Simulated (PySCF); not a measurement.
# C₇H₁₀O+ (doublet): open-shell or spin-flip excitations

What do calculations give for the open-shell or spin-flip excitations of C₇H₁₀O+ (doublet) (`COC1=CC(C)=CC1`)?

Programs: PySCF 2.14.0, with routines of our own; each step states its level. All values are computed. Atoms count from 0.

## Step 1: The starting structure

18 atoms, charge 1, multiplicity 2; geometry from: GFN2-xTB.

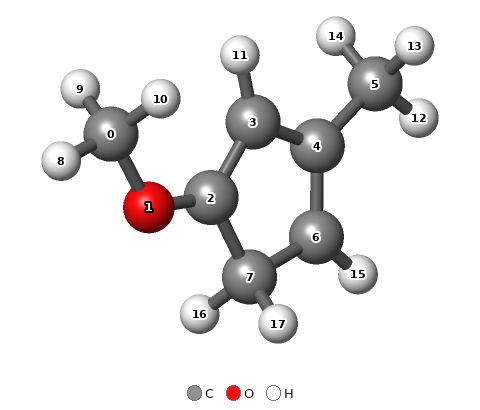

The starting geometry (carbon grey, oxygen red, hydrogen white).

## Step 2: Open-shell or spin-flip excitations: unrestricted TDA CAM-B3LYP/def2-SVP

What the job is given:

```
{"job": {"kind": "uabs", "xc": "CAM-B3LYP", "basis": "def2-SVP", "nstates": 10, "tda": true}, "charge": 1, "multiplicity": 2}
C     -2.826448     0.952011     0.363754
O     -2.180029    -0.271958     0.047906
C     -0.893278    -0.363228     0.007508
C      0.101964     0.588404     0.231774
C      1.371637    -0.009185     0.065464
C      2.663322     0.682738     0.222015
C      1.191183    -1.345358    -0.266699
C     -0.246059    -1.678434    -0.331033
H     -3.894842     0.746016     0.327219
H     -2.573490     1.726662    -0.364097
H     -2.549397     1.292381     1.364283
H     -0.049296     1.620554     0.492026
H      3.496831     0.011089     0.042090
H      2.750197     1.099414     1.225845
H      2.727765     1.525418    -0.466880
H      1.975530    -2.057225    -0.454289
H     -0.549030    -2.043631    -1.317355
H     -0.525320    -2.469351     0.372155
```

With the program's defaults for keys left out, this is: unrestricted TDA CAM-B3LYP/def2-SVP, vertical, gas phase, core orbitals frozen in the response.

Launch:

```bash
OMP_NUM_THREADS=1 python excited_run.py task.json out
```

This one command runs all jobs of the session in turn.

Output:

```text
coarse grid: 14888 points
cycle   1  E = -347.1034283460  dE =  1.759e+00  |g| = 3.652e-01  |ddm| = 3.224e+00
cycle   2  E = -347.0930297285  dE =  1.040e-02  |g| = 4.437e-01  |ddm| = 8.437e-01
cycle   3  E = -347.1650457467  dE = -7.202e-02  |g| = 6.452e-02  |ddm| = 4.155e-01
cycle   4  E = -347.1666425818  dE = -1.597e-03  |g| = 2.906e-02  |ddm| = 8.533e-02
cycle   5  E = -347.1671314523  dE = -4.889e-04  |g| = 7.955e-03  |ddm| = 3.764e-02
cycle   6  E = -347.1672152142  dE = -8.376e-05  |g| = 4.160e-03  |ddm| = 1.508e-02
cycle   7  E = -347.1672548448  dE = -3.963e-05  |g| = 2.230e-03  |ddm| = 1.115e-02
cycle   8  E = -347.1672692974  dE = -1.445e-05  |g| = 5.736e-04  |ddm| = 9.757e-03
cycle   9  E = -347.1672700573  dE = -7.599e-07  |g| = 3.557e-04  |ddm| = 2.100e-03
final grid: 143384 points
cycle  10  E = -347.2423390790  dE = -4.127e-05  |g| = 2.769e-03  |ddm| = 2.067e-02
cycle  11  E = -347.2423400218  dE = -9.428e-07  |g| = 2.630e-03  |ddm| = 5.190e-03
cycle  12  E = -347.2423429440  dE = -2.922e-06  |g| = 5.811e-04  |ddm| = 2.562e-03
cycle  13  E = -347.2423430712  dE = -1.273e-07  |g| = 1.298e-04  |ddm| = 5.846e-04
cycle  14  E = -347.2423430804  dE = -9.176e-09  |g| = 3.288e-05  |ddm| = 1.901e-04
cycle  15  E = -347.2423430813  dE = -8.617e-10  |g| = 1.380e-05  |ddm| = 4.979e-05
converged SCF energy = -347.2423430813

Static polarisability (au): isotropic 77.998, principal 45.250 77.099 111.645

<S^2> of the reference = 0.7694 (exact 0.7500)

Excitations
state   eV       nm        f      <S^2>   main configurations
  1   3.0452    407.1   0.06678   0.791   Hb->Lb 0.86, Ha->La 0.10
  2   4.2526    291.5   0.10892   0.836   Ha->La 0.79
  3   4.2686    290.5   0.00020   0.867   H-1b->Lb 0.88
  4   4.9444    250.8   0.00083   0.786   H-3b->Lb 0.83
  5   5.1952    238.7   0.11676   1.066   H-2b->Lb 0.78
  6   5.2887    234.4   0.00001   0.821   H-4b->Lb 0.68, H-7b->Lb 0.13, H-5b->Lb 0.12
  7   5.5697    222.6   0.02054   2.375   Hb->L+1b 0.46, H-1a->La 0.32, Ha->L+1a 0.10
  8   5.9390    208.8   0.00001   0.847   H-5b->Lb 0.75
  9   6.4318    192.8   0.00049   0.856   H-7b->Lb 0.73, H-4b->Lb 0.12
 10   6.6967    185.1   0.00437   0.874   H-6b->Lb 0.82
```

Wall time 53 s (1 thread of Arm Neoverse V2, shared host); peak memory 0.7 GiB.

From this job:

| quantity | value |
| --- | --- |
| ⟨S²⟩ | 0.769 |

Löwdin spin populations:

C0 0.00; O1 0.13; C2 0.15; C3 0.21; C4 -0.01; C5 0.00; C6 0.52; C7 -0.01; H8 0.00; H9 0.01; H10 0.01; H11 0.00; H12 0.00; H13 0.00; H14 0.00; H15 0.00; H16 0.00; H17 0.00

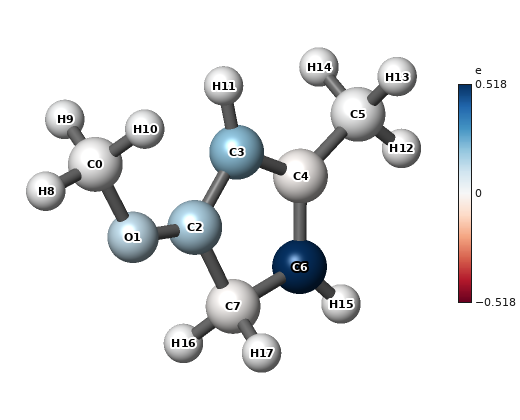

Löwdin spin populations, as colours on the atoms.

## Step 3: Open-shell or spin-flip excitations: unrestricted TDDFT PW91/def2-SVP in acetone

Settings changed since step 2:

```diff
@@ -1,2 +1,2 @@
-{"job": {"kind": "uabs", "xc": "CAM-B3LYP", "basis": "def2-SVP", "nstates": 10, "tda": true}, "charge": 1, "multiplicity": 2}
+{"job": {"kind": "uabs", "xc": "PW91", "basis": "def2-SVP", "nstates": 15, "tda": false, "solvent": "acetone"}, "charge": 1, "multiplicity": 2}
 C     -2.826448     0.952011     0.363754
```

With the program's defaults for keys left out, this is: unrestricted TDDFT PW91/def2-SVP, vertical, IEF-PCM acetone (non-equilibrium linear response), core orbitals frozen in the response.

Output:

```text
coarse grid: 14888 points
cycle   1  E = -347.2119992489  dE =  1.089e+00  |g| = 4.057e-01  |ddm| = 3.328e+00
cycle   2  E = -347.0492567193  dE =  1.627e-01  |g| = 7.505e-01  |ddm| = 1.104e+00
cycle   3  E = -347.2745432674  dE = -2.253e-01  |g| = 1.701e-01  |ddm| = 7.531e-01
cycle   4  E = -347.2865560983  dE = -1.201e-02  |g| = 5.054e-02  |ddm| = 1.972e-01
cycle   5  E = -347.2875222453  dE = -9.661e-04  |g| = 2.432e-02  |ddm| = 7.570e-02
cycle   6  E = -347.2878446564  dE = -3.224e-04  |g| = 5.957e-03  |ddm| = 3.286e-02
cycle   7  E = -347.2878608773  dE = -1.622e-05  |g| = 3.433e-03  |ddm| = 9.861e-03
cycle   8  E = -347.2878674668  dE = -6.590e-06  |g| = 9.666e-04  |ddm| = 4.614e-03
final grid: 143384 points
cycle   9  E = -347.3688227367  dE = -3.892e-05  |g| = 1.023e-02  |ddm| = 4.177e-02
cycle  10  E = -347.3686476534  dE =  1.751e-04  |g| = 2.256e-02  |ddm| = 2.871e-02
cycle  11  E = -347.3688641623  dE = -2.165e-04  |g| = 4.038e-03  |ddm| = 2.255e-02
cycle  12  E = -347.3688720622  dE = -7.900e-06  |g| = 2.632e-04  |ddm| = 4.243e-03
cycle  13  E = -347.3688720875  dE = -2.531e-08  |g| = 1.488e-04  |ddm| = 4.332e-04
cycle  14  E = -347.3688720997  dE = -1.221e-08  |g| = 5.499e-05  |ddm| = 2.233e-04
cycle  15  E = -347.3688721012  dE = -1.498e-09  |g| = 2.712e-05  |ddm| = 8.116e-05
cycle  16  E = -347.3688721017  dE = -4.402e-10  |g| = 1.065e-05  |ddm| = 4.483e-05
converged SCF energy = -347.3688721017

Static polarisability (au): isotropic 107.000, principal 59.183 108.331 153.484

<S^2> of the reference = 0.7552 (exact 0.7500)

Excitations
state   eV       nm        f      <S^2>   main configurations
  1   2.6079    475.4   0.05047   0.766   Hb->Lb 0.91, Ha->La 0.08
  2   3.3253    372.9   0.00003   0.777   H-1b->Lb 1.00
  3   3.6773    337.2   0.01068   0.785   Ha->La 0.48, H-2b->Lb 0.45
  4   3.9324    315.3   0.00046   0.766   H-3b->Lb 1.00
  5   4.0300    307.7   0.15660   0.789   H-2b->Lb 0.53, Ha->La 0.39
  6   4.3595    284.4   0.00010   0.766   H-4b->Lb 1.00
  7   4.7226    262.5   0.00003   0.774   H-5b->Lb 1.00
  8   5.0578    245.1   0.00369   2.601   Hb->L+1b 0.52, H-1a->La 0.41
  9   5.1524    240.6   0.01335   0.797   H-6b->Lb 0.98
 10   5.2139    237.8   0.00047   0.768   H-7b->Lb 0.99
 11   5.6784    218.3   0.02226   0.871   Ha->L+1a 0.51, H-1a->La 0.37, Hb->L+1b 0.09
 12   5.9913    206.9   0.00005   2.110   H-2a->La 0.94
 13   6.1852    200.5   0.00099   0.809   H-9b->Lb 0.95
 14   6.1928    200.2   0.07525   0.819   H-8b->Lb 0.89
 15   6.3791    194.4   0.00169   2.396   H-3a->La 0.65, H-2b->L+1b 0.22
```

It took 56 s on 1 thread of Arm Neoverse V2, shared host; peak memory 0.72 GiB.

In short:

| quantity | value |
| --- | --- |
| ⟨S²⟩ | 0.755 |

## Step 4: Outcome

| quantity | value |
| --- | --- |
| lowest and brightest state of nearly pure spin, of 10 (step 2, unrestricted TDA CAM-B3LYP/def2-SVP) | 3.05 eV; 4.25 eV, f = 0.109 |
| lowest and brightest state of nearly pure spin, of 15 (step 3, unrestricted TDDFT PW91/def2-SVP in acetone) | 2.61 eV; 4.03 eV, f = 0.157 |

In words: States whose ⟨S²⟩ lies well above the reference's are mixtures of spin states, an artefact of the unrestricted response, and are left out of the summary. The lowest state of nearly pure spin runs from 2.61 to 3.05 eV over the runs.
